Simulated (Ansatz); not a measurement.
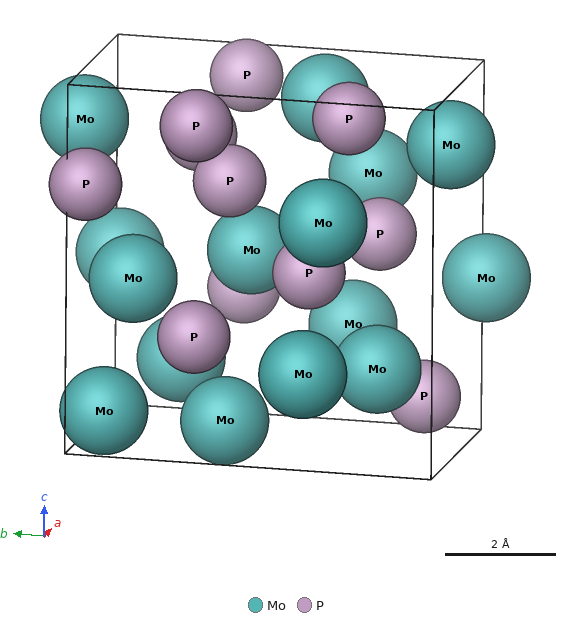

*The structure (spheres-only view of the cell of the calculation, seen at an oblique angle). An atom can appear more than once, as a periodic image.*

## Single-point calculation, with input and output: Mo11P9

System: Mo11P9 (disordered cell, 20 atoms in the cell).
Method: DFT PBE, scalar-relativistic, plane waves, PAW, no spin polarisation (Ansatz 0.2.0).

It belongs to a series of runs on one base structure; here: last frame at 2870 K on a finer mesh. Figures and captions count atoms from 1; the log counts them from 0 in places.

### The input
```yaml
crystal:
  lattice:
    - [6.095045, -0.085385, 0.179264]
    - [-0.085385, 6.721635, 0.170394]
    - [0.179264, 0.170394, 6.746369]
  atoms:
    - { symbol: Mo, position: [0.6914420558, 0.778366727, 0.1817786213] }
    - { symbol: Mo, position: [0.7654519224, 0.4006711023, 0.9010105053] }
    - { symbol: Mo, position: [0.3699723913, 0.6144551586, 0.0669336435] }
    - { symbol: Mo, position: [0.4390435689, 0.2091955713, 0.2247981828] }
    - { symbol: Mo, position: [0.0111680503, 0.3537340881, 0.2586747517] }
    - { symbol: Mo, position: [0.1420339922, 0.9135940978, 0.1038340723] }
    - { symbol: Mo, position: [0.3201446822, 0.8609533935, 0.4413100968] }
    - { symbol: Mo, position: [0.5600198106, 0.0294158614, 0.828814535] }
    - { symbol: Mo, position: [0.0345251333, 0.3053134607, 0.6687760197] }
    - { symbol: Mo, position: [0.6503625543, 0.5832669617, 0.4929596274] }
    - { symbol: Mo, position: [0.8950223001, 0.9749262688, 0.4265704904] }
    - { symbol: P, position: [0.2910391392, 0.2715485837, 0.9193267338] }
    - { symbol: P, position: [0.3409205263, 0.38409177, 0.4871542544] }
    - { symbol: P, position: [0.0585438164, 0.9574308519, 0.7253070072] }
    - { symbol: P, position: [0.7765077107, 0.1259208326, 0.1108041245] }
    - { symbol: P, position: [0.036578753, 0.6553073176, 0.3356008004] }
    - { symbol: P, position: [0.0021150759, 0.6485647363, 0.9128861843] }
    - { symbol: P, position: [0.3561827163, 0.6046602362, 0.7186774636] }
    - { symbol: P, position: [0.6962675007, 0.7312560658, 0.7882094884] }
    - { symbol: P, position: [0.6815950815, 0.2372920449, 0.5559267587] }
basis:
  ecutwfc: 420
kpoints:
  mp_grid: { grid: [4, 4, 4] }
hamiltonian:
  xc: pbe
scf:
  occupations: { method: fermi_dirac, width: 0.2473 }
output:
  forces: true
  stress: true
  eigenvalues: true
  populations: true
```

Run on 2 threads of Intel Xeon @ 2.70GHz, 189 GiB of memory available, shared host.

Command:
```bash
ansatz run input.yaml --threads 2 --pin off --max-ram 5120MiB --backend cpu --events-out ev --progress --plain --runs-dir out
```

### Log
```
band count auto-derived: 127 (N_el = 199.0; filled up to band 100; 120 by the electrons, moments and atoms)
Engine: ansatz 0.2.0, x86_64-unknown-linux-gnu
Pseudopotentials: kind: paw
Pseudopotential: Mo, paw, valence charge 14, recommended cutoff 420 eV (normal), Mo.paw.azcp
Pseudopotential: P, paw, valence charge 5, recommended cutoff 420 eV (normal), P.paw.azcp
Functional definition: PBE
  parameter kappa = 0.804
  parameter beta = 0.06672455060314922
  exchange = pbe_x(kappa = kappa, mu = beta*pi^2/3)
  correlation = pbe_c(beta = beta)
Crystal: 20 atoms, lattice volume = 275.942 Å³
Basis set: ecut = 420 eV, 5393 PW (Γ), exchange–correlation on 90×90×96 points (8 copies of the dense FFT grid, shifted against one another)
Bands: 127, of which v1, the nominal top of the filled ones, is band 100 counted from 1 (99 counted from 0)
Symmetry: 1 space group operations
Space group: P1 (ITA 1), of the structure as read, at distance tolerance 6.5e-5 Å
k-points: 36 of 64 (time reversal used)
Non-local potential: Mo, projectors of the file, l = 0: 3, l = 1: 2, l = 2: 2, l = 3: 1
Non-local potential: P, projectors of the file, l = 0: 2, l = 1: 2, l = 2: 2
PAW form: soft (Blöchl's): semilocal exchange-correlation on the pseudo side does not see the compensation charge
PAW one-centre angular grid: Mo, 590 points (default); XC on 64 Gauss nodes
PAW one-centre angular grid: P, 110 points (default); XC on 64 Gauss nodes
Initial density: superposition of atomic densities (neutral atoms: chi_scale 0, normalization atom), corrected by the library's trained network
Initial wavefunctions: pseudopotential atomic-orbital guess
Functional: x = pbe(κ = 0.804, μ = 0.2195149727645171), c = pbe(β = 0.06672455060314922)
SCF iter   1: F=—  HF=-61312.697609 eV  |F-HF|=—  |Δ(HF+E_count)|=         —  Δρ=9.14e-3  dr2=3.96e-1  ethr=1.77e-3  ⟨swp⟩=5.0  Hψ=16651  notcnv=0
preconditioner: auto → Kerker (q_TF=auto, 2.584 Å⁻¹)  [metal: Δε(μ)=0.010 eV  Ē_g=6.931 eV  σ=0.247 eV  W_gap=0.01  n_scr=82 (ndim 8)  ℏωp=23.6 eV  f_vac=0.000  D(μ)=13.90/eV (n_scr^D=128)]
SCF iter   2: F=—  HF=-61312.672876 eV  |F-HF|=—  |Δ(HF+E_count)|=   2.47e-2  Δρ=4.94e-3  dr2=1.24e-1  ethr=1.99e-4  ⟨swp⟩=1.0  Hψ=5292  notcnv=0
SCF iter   3: F=—  HF=-61312.661175 eV  |F-HF|=—  |Δ(HF+E_count)|=   1.17e-2  Δρ=7.27e-4  dr2=3.41e-3  ethr=6.21e-5  ⟨swp⟩=1.0  Hψ=4572  notcnv=0
SCF iter   4: F=—  HF=-61312.660857 eV  |F-HF|=—  |Δ(HF+E_count)|=   3.18e-4  Δρ=2.38e-4  dr2=2.76e-4  ethr=1.71e-6  ⟨swp⟩=2.0  Hψ=6029  notcnv=0
SCF iter   5: F=—  HF=-61312.660827 eV  |F-HF|=—  |Δ(HF+E_count)|=   2.99e-5  Δρ=4.99e-5  dr2=1.01e-5  ethr=1.39e-7  ⟨swp⟩=2.2  Hψ=6560  notcnv=0
SCF iter   6: F=—  HF=-61312.660645 eV  |F-HF|=—  |Δ(HF+E_count)|=   1.82e-4  Δρ=1.15e-5  dr2=5.65e-7  ethr=5.06e-9  ⟨swp⟩=2.0  Hψ=6532  notcnv=0
SCF iter   7: F=-61312.660645 eV  HF=-61312.660645 eV  |F-HF|=1.53e-8  |Δ(HF+E_count)|=   2.02e-8  Δρ=2.95e-6  dr2=4.11e-8  ethr=5.03e-11  ⟨swp⟩=6.6  Hψ=17857  notcnv=0
SCF 1 converged in 7 iterations: F = -61312.660645 eV  dr2 = 4.11e-8
  greatest PAW one-centre occupation: 0.998 electrons in one spin orbital (limit 2), on the Mo atom at site 8 (counted from 0), in its partial waves of l = 0
SCF converged after 7 iterations
Free energy (F): -61312.660645 eV
Harris-Foulkes:  -61312.660645 eV  (|F-HF|=1.53e-8)
Internal energy: -61309.886278 eV  (E = F + TS)
E sigma→0 (E₀):  -61311.273461 eV
Entropy (-TS):   -2.774367 eV (-138.718 meV/atom)
Fermi energy:    18.678391 eV
--- Per-component energies (eV) ---
  E_band       = -479.063380
  E_kinetic    = 5616.558983
  E_local      = -11534.512924  (includes V_loc(G=0)·N_el)
  E_nonlocal   = 1895.586919
  E_hartree    = 4166.426023
  E_xc         = -2613.504653
  E_vxc        = -3122.329171  (∫ρ·V_xc dr)
  E_paw        = -40350.466093  (= ΣΔE_a)
  E_vpaw       = -1667.217420  (= ΣTr[D̂ρ^β])
  E_aug_tail   = 0.000497  (compensation charges beyond the density's cutoff)
  E_ewald      = -18489.975030
  E_smearing   = -2.774367  (= −TS)
  E_closure    = -0.000000  (closes the sum)
  Σ components = -61312.660645   (vs F -61312.660645, Δ=0.00e0)
--- Forces (eV/Å), atoms counted from 1 ---
  atom   1  Mo     1.04672042     0.99025890    -3.05801812
  atom   2  Mo    -4.40775384     0.52520663     0.87820184
  atom   3  Mo    -0.76933747    -2.45898779    -0.20363070
  atom   4  Mo     0.39549085    -1.15560577     0.24657368
  atom   5  Mo     0.12816596    -3.07261892    -1.57016555
  atom   6  Mo    -0.44399696     3.71700171    -2.72680178
  atom   7  Mo     1.09660268     0.68334122     1.99841493
  atom   8  Mo    -1.04804839     0.61152328     0.80529006
  atom   9  Mo     0.76688117    -1.09313497    -0.35798229
  atom  10  Mo     1.46504433    -1.84206171     0.10996580
  atom  11  Mo    -1.57234642     1.16728821     2.19969906
  atom  12  P     -0.19865245    -0.06465589     0.70487218
  atom  13  P     -0.56682498    -0.15579110    -1.76073288
  atom  14  P      2.25227136    -0.63507869     1.00268274
  atom  15  P      1.91252998    -2.10457250    -0.97870582
  atom  16  P      0.51895894     2.43899287     1.57181841
  atom  17  P      2.75976666     1.21949607     1.58560943
  atom  18  P     -2.05545889     1.33173297     0.12552861
  atom  19  P     -0.41153947     0.03231691    -0.07768589
  atom  20  P     -0.86848029    -0.13462017    -0.49494341
  max |Σ_I F_I| component: 3.13e-5 eV/Å
--- Stress (GPa, compression-positive) ---
       30.456104       0.656867       2.073927
        0.656867      35.273908       1.383854
        2.073928       1.383853      29.549041
  P = ⅓ Tr σ = 31.7597 GPa (317.597 kbar)
--- Band table (eV; the first three rows and the last of 36) ---
  k-point 0: bands = ["-42.4012", "-42.3239", "-42.2381", "-42.1818", "-42.1539", "-42.0948", "-42.0699", "-42.0422", "-42.0158", "-42.0017", "-41.9671", "-17.3575", "-17.2899", "-17.0793", "-16.9632", "-16.9026", "-16.7910", "-16.7708", "-16.6846", "-16.6377", "-16.6181", "-16.5675", "-16.4740", "-16.4585", "-16.4345", "-16.3673", "-16.3516", "-16.3350", "-16.3077", "-16.2779", "-16.2545", "-16.2224", "-16.2004", "-16.1741", "-16.1331", "-16.1145", "-16.0879", "-16.0163", "-15.9640", "-15.8528", "-15.7448", "-15.7002", "-15.6690", "-15.5521", "3.3559", "4.8943", "6.1939", "6.7051", "6.9404", "7.0036", "7.4901", "7.9095", "8.4160", "10.8718", "11.2985", "11.6783", "11.9844", "12.1413", "12.1730", "12.4515", "12.8094", "12.8835", "13.0922", "13.1932", "13.3859", "13.5198", "13.6329", "13.9335", "14.0622", "14.4145", "14.5395", "14.6822", "14.7224", "14.8047", "15.0043", "15.0935", "15.2469", "15.4772", "15.5952", "15.7243", "16.0665", "16.0948", "16.2180", "16.3169", "16.4641", "16.6252", "16.6957", "16.8785", "16.9728", "17.3371", "17.3942", "17.4857", "17.5581", "17.8065", "18.0343", "18.0493", "18.2015", "18.3305", "18.5589", "18.6269", "18.8052", "18.9340", "19.0349", "19.1949", "19.4021", "19.6306", "19.7801", "19.9086", "20.0058", "20.0917", "20.2650", "20.2888", "20.5805", "20.6912", "20.7978", "21.0713", "21.1050", "21.3111", "21.4474", "21.5373", "21.7394", "21.7568", "22.0699", "22.1563", "22.4500", "22.5300", "22.6113"]
  k-point 1: bands = ["-42.4002", "-42.3236", "-42.2375", "-42.1830", "-42.1568", "-42.0941", "-42.0707", "-42.0421", "-42.0141", "-42.0011", "-41.9671", "-17.3524", "-17.2989", "-17.0777", "-16.9657", "-16.9028", "-16.7961", "-16.7581", "-16.6633", "-16.6314", "-16.6118", "-16.5714", "-16.4956", "-16.4639", "-16.4199", "-16.3931", "-16.3554", "-16.3337", "-16.3072", "-16.2870", "-16.2647", "-16.2301", "-16.1839", "-16.1675", "-16.1344", "-16.1152", "-16.0666", "-16.0173", "-15.9657", "-15.8532", "-15.7456", "-15.6983", "-15.6706", "-15.5570", "3.4367", "4.8310", "6.1819", "6.6402", "6.8969", "6.9818", "7.5110", "7.9373", "8.3854", "11.0343", "11.4282", "11.7316", "11.9102", "12.1038", "12.3424", "12.3982", "12.6923", "12.8906", "13.0968", "13.2154", "13.3698", "13.4237", "13.6555", "13.9132", "14.1686", "14.3097", "14.4485", "14.5956", "14.7860", "14.9304", "15.0515", "15.1824", "15.3318", "15.4195", "15.4891", "15.7013", "15.9094", "16.0692", "16.2609", "16.2965", "16.4835", "16.5852", "16.7580", "16.8987", "16.9969", "17.1412", "17.2695", "17.4956", "17.7196", "17.7526", "17.8671", "18.0645", "18.3645", "18.4282", "18.5071", "18.7254", "18.8394", "18.9668", "19.0699", "19.1848", "19.3813", "19.5005", "19.6489", "19.8257", "19.9897", "20.0587", "20.2492", "20.3494", "20.5707", "20.7194", "20.9245", "21.0402", "21.1464", "21.2490", "21.5232", "21.6180", "21.7199", "21.9046", "22.1010", "22.1946", "22.3324", "22.5108", "22.6203"]
  k-point 2: bands = ["-42.3992", "-42.3234", "-42.2368", "-42.1845", "-42.1594", "-42.0934", "-42.0714", "-42.0421", "-42.0125", "-42.0005", "-41.9671", "-17.3457", "-17.3094", "-17.0760", "-16.9686", "-16.9029", "-16.7993", "-16.7457", "-16.6587", "-16.6077", "-16.5838", "-16.5750", "-16.5324", "-16.4826", "-16.4202", "-16.4035", "-16.3582", "-16.3363", "-16.3003", "-16.2894", "-16.2689", "-16.2358", "-16.1776", "-16.1638", "-16.1376", "-16.1132", "-16.0487", "-16.0184", "-15.9660", "-15.8532", "-15.7462", "-15.6977", "-15.6719", "-15.5617", "3.5308", "4.7460", "6.1861", "6.5580", "6.9119", "6.9619", "7.4414", "8.0112", "8.3541", "11.2455", "11.4792", "11.8280", "11.9990", "12.0468", "12.2515", "12.3396", "12.6441", "12.9092", "13.1731", "13.2639", "13.3925", "13.5082", "13.6438", "13.6976", "13.9541", "14.3050", "14.4401", "14.6941", "14.7725", "14.9755", "15.1315", "15.1999", "15.3256", "15.4002", "15.5002", "15.6992", "15.8922", "16.0429", "16.1408", "16.4281", "16.4577", "16.6334", "16.7467", "16.8838", "16.9067", "17.1050", "17.3170", "17.4387", "17.5830", "17.7170", "17.8214", "18.1729", "18.2924", "18.4707", "18.6020", "18.6548", "18.7143", "18.9105", "19.1765", "19.3390", "19.4398", "19.5421", "19.6058", "19.7187", "19.9766", "20.1139", "20.1635", "20.4111", "20.5809", "20.8331", "20.9359", "21.0026", "21.1395", "21.2596", "21.4193", "21.6743", "21.8863", "21.9600", "22.0128", "22.1759", "22.2675", "22.6121", "22.6308"]
  k-point 35: bands = ["-42.3764", "-42.3221", "-42.2826", "-42.1803", "-42.1374", "-42.1071", "-42.0723", "-42.0372", "-42.0118", "-41.9969", "-41.9663", "-17.3594", "-17.2847", "-17.0787", "-16.9333", "-16.8754", "-16.7745", "-16.7239", "-16.6695", "-16.6081", "-16.6036", "-16.5609", "-16.5270", "-16.4858", "-16.4538", "-16.4352", "-16.3926", "-16.3513", "-16.3394", "-16.3034", "-16.2647", "-16.2157", "-16.1962", "-16.1793", "-16.1414", "-16.1005", "-16.0539", "-15.9967", "-15.9419", "-15.8356", "-15.7678", "-15.6875", "-15.6600", "-15.5599", "4.2525", "4.3070", "5.8547", "6.4396", "6.5659", "6.8422", "7.3056", "8.1215", "9.4183", "10.8310", "11.1761", "11.6769", "11.9733", "12.1146", "12.3118", "12.5077", "12.7880", "12.9425", "13.0339", "13.1272", "13.4350", "13.5198", "13.6912", "13.7604", "14.0077", "14.2969", "14.3241", "14.4905", "14.6859", "14.9988", "15.1874", "15.3310", "15.3666", "15.4997", "15.5504", "15.6798", "15.7599", "15.9291", "16.1672", "16.4458", "16.5973", "16.6753", "16.9058", "16.9751", "17.1160", "17.1669", "17.2153", "17.5478", "17.6821", "17.8283", "17.9361", "18.0368", "18.2299", "18.3465", "18.4220", "18.6385", "18.7258", "18.8110", "19.0460", "19.3147", "19.4791", "19.5330", "19.7319", "19.7886", "20.0994", "20.3049", "20.4230", "20.4773", "20.6494", "20.7527", "20.9108", "20.9905", "21.1666", "21.2973", "21.4680", "21.6139", "21.7413", "21.9192", "22.1099", "22.1876", "22.3687", "22.4255", "22.6365"]
--- Löwdin populations: 20 sites ---
  site symbol       q [e]
     0     Mo     13.9339
     1     Mo     14.0553
     2     Mo     13.9655
     3     Mo     14.0833
     4     Mo     14.0144
     5     Mo     13.9451
     6     Mo     13.9374
     7     Mo     14.0567
     8     Mo     14.0162
     9     Mo     14.1408
    10     Mo     13.9886
    11      P      4.8958
    12      P      4.6457
    13      P      4.8855
    14      P      4.7969
    15      P      4.7123
    16      P      4.7222
    17      P      4.7319
    18      P      4.6948
    19      P      4.8365
  spilling = 0.009755 (of n_electrons = 199.000000)
```

### File populations.tsv
```
# site	symbol	l	j	q
# orbitals = lowdin
# n_electrons = 199.000000
# spilling = 0.009755
0	Mo	0_4S	-	1.935932
0	Mo	0_5S	-	0.594328
0	Mo	1_4P	-	5.976128
0	Mo	2_4D	-	5.427518
1	Mo	0_4S	-	1.935994
1	Mo	0_5S	-	0.549221
1	Mo	1_4P	-	5.970444
1	Mo	2_4D	-	5.599662
2	Mo	0_4S	-	1.942009
2	Mo	0_5S	-	0.592297
2	Mo	1_4P	-	5.976252
2	Mo	2_4D	-	5.454932
3	Mo	0_4S	-	1.942382
3	Mo	0_5S	-	0.554594
3	Mo	1_4P	-	5.973669
3	Mo	2_4D	-	5.612648
4	Mo	0_4S	-	1.942667
4	Mo	0_5S	-	0.543071
4	Mo	1_4P	-	5.977424
4	Mo	2_4D	-	5.551217
5	Mo	0_4S	-	1.944177
5	Mo	0_5S	-	0.578844
5	Mo	1_4P	-	5.979727
5	Mo	2_4D	-	5.442308
6	Mo	0_4S	-	1.950636
6	Mo	0_5S	-	0.603388
6	Mo	1_4P	-	5.980514
6	Mo	2_4D	-	5.402844
7	Mo	0_4S	-	1.949294
7	Mo	0_5S	-	0.532248
7	Mo	1_4P	-	5.977768
7	Mo	2_4D	-	5.597407
8	Mo	0_4S	-	1.936815
8	Mo	0_5S	-	0.536334
8	Mo	1_4P	-	5.967733
8	Mo	2_4D	-	5.575291
9	Mo	0_4S	-	1.938586
9	Mo	0_5S	-	0.542630
9	Mo	1_4P	-	5.974482
9	Mo	2_4D	-	5.685097
10	Mo	0_4S	-	1.939517
10	Mo	0_5S	-	0.550572
10	Mo	1_4P	-	5.978257
10	Mo	2_4D	-	5.520240
11	P	0_3S	-	1.438958
11	P	1_3P	-	3.456844
12	P	0_3S	-	1.348193
12	P	1_3P	-	3.297475
13	P	0_3S	-	1.473995
13	P	1_3P	-	3.411529
14	P	0_3S	-	1.313472
14	P	1_3P	-	3.483428
15	P	0_3S	-	1.309130
15	P	1_3P	-	3.403189
16	P	0_3S	-	1.398627
16	P	1_3P	-	3.323594
17	P	0_3S	-	1.424740
17	P	1_3P	-	3.307183
18	P	0_3S	-	1.348530
18	P	1_3P	-	3.346275
19	P	0_3S	-	1.361407
19	P	1_3P	-	3.475071
```

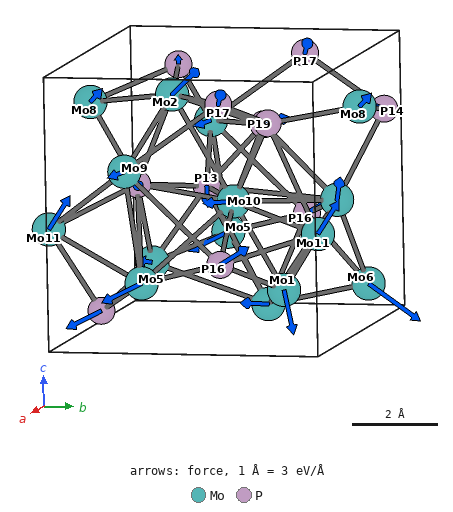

*Forces on the atoms as blue arrows (ball-and-stick view of the cell of the calculation, seen slightly off an axis; atoms are numbered from 1 in the order of the input).*

The largest act on Mo6 (4.63 eV/Å); Mo2 (4.52 eV/Å); Mo5 (3.45 eV/Å); P17 (3.41 eV/Å), among others. The geometry is not a stationary point of this energy.

### Summary

| quantity | value |
| --- | --- |
| outcome | converged |
| electrons treated | 199 |
| free energy | −61312.6606 eV |
| Fermi energy | 18.678 eV |
| gap on the k-point mesh | none (metallic) |
| pressure | 31.76 GPa |
| largest force (length of the vector) | 4.631 eV/Å |
| wall time | 84 s (CPU time 2.7 min) |
| peak memory | 1.2 GiB |
